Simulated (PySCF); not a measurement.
**CH5GaOS (SMILES [OH][GaH][CH2]S) at SVWN5/6-31G(d) (spherical functions)**

Aim: the vertical ionisation energy of CH5GaOS at SVWN5/6-31G* (spherical functions), from 2 runs. The job is set up through a Python script.

The results are computed with PySCF 2.14.0.

1 further run of the same task is left out (set aside as unsound or not needed).

## (1) The molecule

CH5GaOS: 9 atoms, total charge 0, spin state singlet. SMILES: `[OH][GaH][CH2]S`. The shape comes from GFN2-xTB, which is rough for such elements, and wasn't checked as a minimum. This is one conformer, not always the lowest.

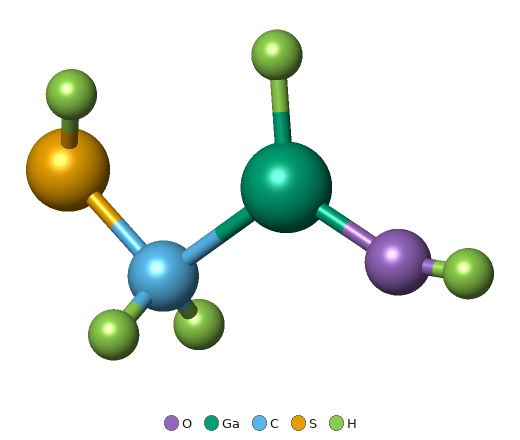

Viewed from a chosen angle; oxygen purple, gallium teal, carbon blue, sulfur amber, hydrogen green.

## (2) The energy at SVWN5/6-31G(d) (spherical functions)

The input, run.py:

```python
from pyscf import gto, dft

mol = gto.M(
    atom='''
O      0.474510     2.057118    -3.836087
Ga    -0.373032     1.442636    -0.800318
C      0.507713    -2.025295     0.638293
S     -1.018430    -2.201682     3.727768
H      0.624025     3.016154    -5.348719
H     -1.788645     3.432858     0.859315
H      2.530135    -2.389370     0.854459
H     -0.293550    -3.545523    -0.505105
H     -0.662727     0.213086     4.410394
''',
    max_memory=1860,
    basis='6-31g*',
    unit='bohr',
    verbose=3,
    spin=0,
    charge=0,
)

mf = dft.RKS(mol)
mf.xc = 'svwn'
mf.conv_tol = 1e-10
mf.grids.level = 4
mf.kernel()
if not mf.converged:
    mf = mf.newton().run(mf.mo_coeff, mf.mo_occ)

e_final = mf.e_tot
print('Final energy', e_final)
```

The run is started by

```
$ OMP_NUM_THREADS=1 python run.py
```

Standard output:

```text
converged SCF energy = -2433.74918510816
Final energy -2433.7491851081572
```

It took 16 s on 1 thread of Arm Neoverse V1, shared host; peak memory 0.29 GiB.

## (3) The doublet cation, same level

The input, calc.py:

```python
from pyscf import gto, dft

molecule = gto.Mole()
molecule.atom = '''
O        0.251100       1.088580      -2.029970
Ga      -0.197400       0.763410      -0.423510
C        0.268670      -1.071740       0.337770
S       -0.538930      -1.165080       1.972650
H        0.330220       1.596080      -2.830420
H       -0.946510       1.816590       0.454730
H        1.338890      -1.264400       0.452160
H       -0.155340      -1.876210      -0.267290
H       -0.350700       0.112760       2.333880
'''
molecule.verbose = 3
molecule.basis = '6-31g*'
molecule.charge = 1
molecule.max_memory = 1860
molecule.spin = 1
molecule.build()

mf = dft.UKS(molecule, xc='svwn')
mf.conv_tol = 1e-10
mf.grids.level = 4
mf.kernel()
if not mf.converged:
    mf = mf.newton().run(mf.mo_coeff, mf.mo_occ)

energy = mf.e_tot
print('E = %.10f Eh' % energy)
```

The run is started by

```
$ OMP_NUM_THREADS=1 python calc.py
```

Standard output:

```text
converged SCF energy = -2433.43473965026  <S^2> = 0.75107377  2S+1 = 2.0010735
E = -2433.4347396503 Eh
```

Wall time 30 s (1 thread of Arm Neoverse V1, shared host); peak memory 0.29 GiB.

## (4) Results

Level: SVWN5/6-31G* (spherical functions).

| quantity | value |
| --- | --- |
| singlet CH5GaOS: total energy | -2433.74919 Eh |
| singlet CH5GaOS: dipole moment | 2.56 D |
| singlet CH5GaOS: HOMO energy | -5.30 eV |
| singlet CH5GaOS: LUMO energy | -1.83 eV |
| singlet CH5GaOS: HOMO–LUMO gap | 3.47 eV |
| doublet cation: total energy | -2433.43474 Eh |
| doublet cation: HOMO energy (highest over α and β) | -12.01 eV |
| doublet cation: LUMO energy (lowest over α and β) | -11.61 eV |
| doublet cation: ⟨S²⟩ | 0.751 |
| vertical ionisation energy (to the doublet cation) | 8.556 eV |

The vertical ionisation energy comes to 8.56 eV (197 kcal/mol). −ε(HOMO) before ionisation, 5.30 eV, is 3.26 eV below this ionisation energy. Mulliken charges (singlet CH5GaOS) run from -0.68 on O1 to +0.43 on H5.
